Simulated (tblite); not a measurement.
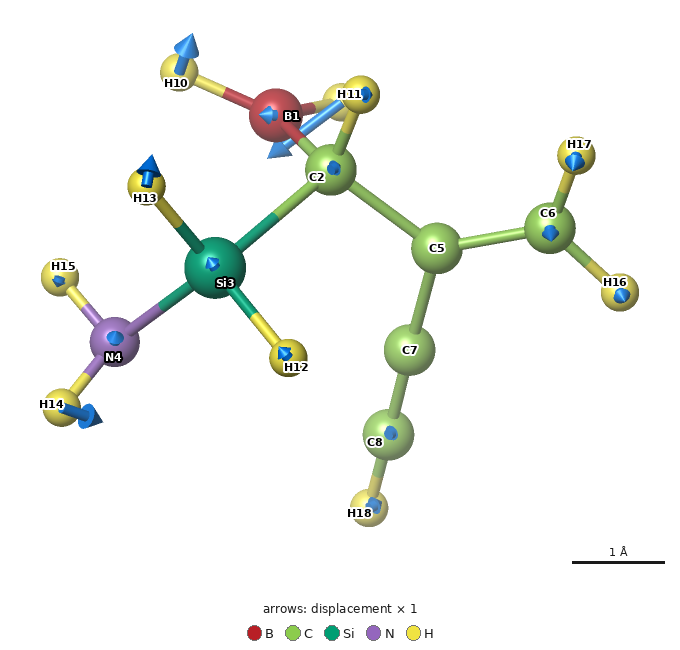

A relaxation of C$_{5}$H$_{10}$BNSi (charge +1, multiplicity 2). The starting structure is drawn; blue arrows show the displacements, at their true length. The two geometries are superimposed by the best rigid fit.

A ball-and-stick model, seen at a tilt.

Level of theory: GFN2-xTB geometry optimisation, gas phase in tblite. 

Question: What happened in the run?

Answer: After 79 geometry steps the energy has fallen by 15.5 kcal/mol. The atom that moves furthest after the best rigid fit is an H atom (1.02 Å). Largest moves by element: H 1.02 Å, B 0.21 Å, C 0.18 Å, N 0.18 Å, Si 0.16 Å. Among the contacts that change: C–Si 1.897 → 2.070 Å, N–Si 1.804 → 1.698 Å, C–C 1.319 → 1.365 Å, C–C 1.450 → 1.412 Å. Bond angles that change, for instance: Si–N–H 109.5° → 123.6°, Si–N–H 111.1° → 124.2°, B–C–Si 111.8° → 99.1°. Groups turn about B–C by about 35°.
